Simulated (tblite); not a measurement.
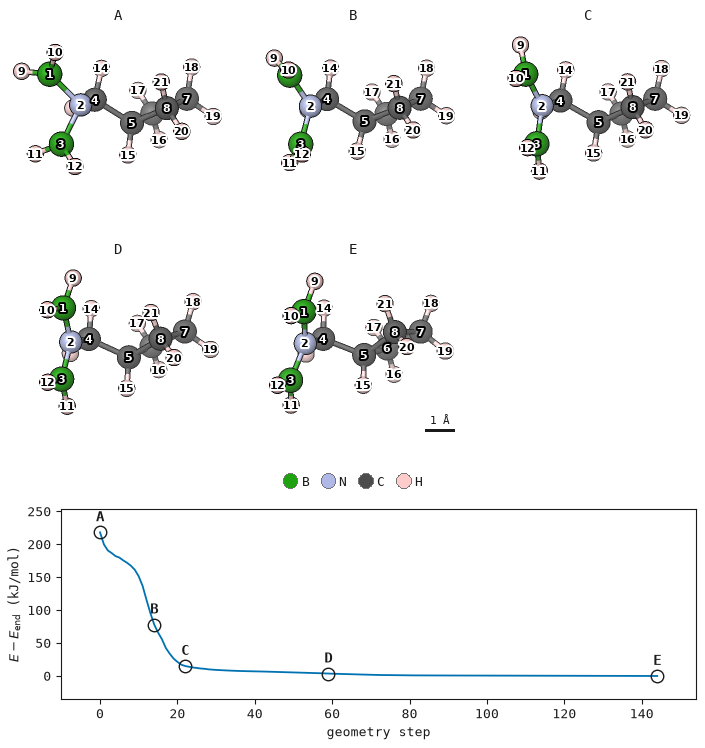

Frames of a relaxation of C$_{5}$H$_{13}$B$_{2}$N, marked on the history of the run. Style: ball-and-stick. Shown at a tilt.

These are results of tblite 0.8.0, GFN2-xTB geometry optimisation, gas phase, not measurements. 

What happens along the run?

Over 144 geometry steps the energy falls by 218.3 kJ/mol. An H atom moves most after the best rigid fit: 2.25 Å. By element the largest moves are H 2.25 Å, B 0.72 Å, N 0.49 Å, C 0.42 Å. Among the contacts that change: B–N 1.547 → 1.411 Å, B–N 1.528 → 1.413 Å, C–H 1.121 → 1.088 Å, C–C 1.520 → 1.540 Å. Among the angles between lasting bonds that change: B–N–B 106.3° → 123.0°, B–N–C 110.4° → 119.2°, B–N–C 112.0° → 117.9°. Cost: 1.1 s on 1 thread of Arm Neoverse V1 (shared host). From step 0 to 14: H atoms move most (0.78 Å), energy −140.1 kJ/mol. From step 14 to 22: an H atom moves most (0.69 Å), energy −63.1 kJ/mol. From step 22 to 59: an H atom moves most (0.79 Å), energy −11.5 kJ/mol. From step 59 to 144: an H atom moves most (0.45 Å), energy −3.66 kJ/mol.

```json
{"step": "0", "E − E(0), kJ/mol": "0.00"}
{"step": "1", "E − E(0), kJ/mol": "-18.30"}
{"step": "2", "E − E(0), kJ/mol": "-27.48"}
{"step": "3", "E − E(0), kJ/mol": "-31.48"}
{"step": "4", "E − E(0), kJ/mol": "-36.16"}
{"step": "5", "E − E(0), kJ/mol": "-38.37"}
{"step": "6", "E − E(0), kJ/mol": "-42.68"}
{"step": "7", "E − E(0), kJ/mol": "-46.33"}
{"step": "8", "E − E(0), kJ/mol": "-50.89"}
{"step": "9", "E − E(0), kJ/mol": "-57.07"}
{"step": "10", "E − E(0), kJ/mol": "-66.95"}
{"step": "17", "E − E(0), kJ/mol": "-175.73"}
{"step": "24", "E − E(0), kJ/mol": "-205.37"}
{"step": "31", "E − E(0), kJ/mol": "-209.35"}
{"step": "38", "E − E(0), kJ/mol": "-211.05"}
{"step": "45", "E − E(0), kJ/mol": "-212.04"}
{"step": "52", "E − E(0), kJ/mol": "-213.27"}
{"step": "59", "E − E(0), kJ/mol": "-214.65"}
{"step": "66", "E − E(0), kJ/mol": "-215.98"}
{"step": "73", "E − E(0), kJ/mol": "-216.88"}
{"step": "81", "E − E(0), kJ/mol": "-217.39"}
{"step": "88", "E − E(0), kJ/mol": "-217.54"}
{"step": "95", "E − E(0), kJ/mol": "-217.68"}
{"step": "102", "E − E(0), kJ/mol": "-217.77"}
{"step": "109", "E − E(0), kJ/mol": "-217.85"}
{"step": "116", "E − E(0), kJ/mol": "-217.92"}
{"step": "123", "E − E(0), kJ/mol": "-218.08"}
{"step": "130", "E − E(0), kJ/mol": "-218.25"}
{"step": "137", "E − E(0), kJ/mol": "-218.29"}
{"step": "144", "E − E(0), kJ/mol": "-218.31"}
```
